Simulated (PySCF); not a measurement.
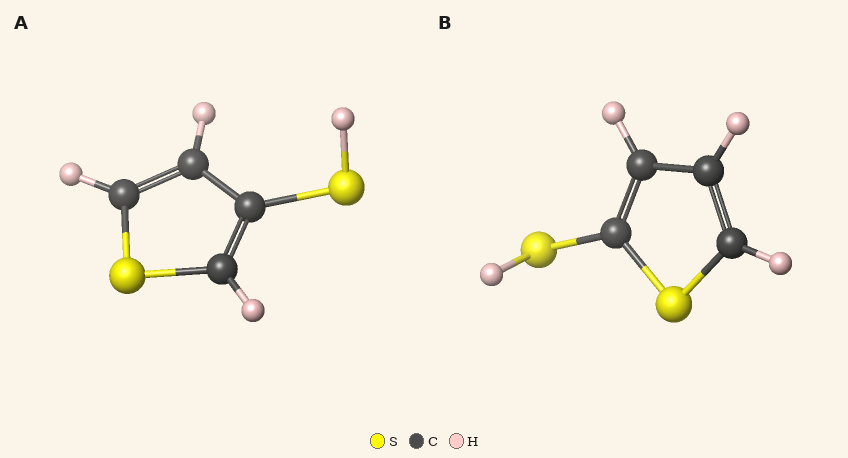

2 stationary structures of one formula. Geometries: PBE0-D3(BJ)/def2-SVP. Electronic energies: PBE0/pcSseg-1 (PySCF 2.14.0), without zero-point energy. No frequency run is at hand to confirm each as a minimum.

> Rank them by energy, lowest first.

B is lowest; A lies 0.1 kcal/mol above it. A is `Sc1ccsc1`, B is `Sc1cccs1`.
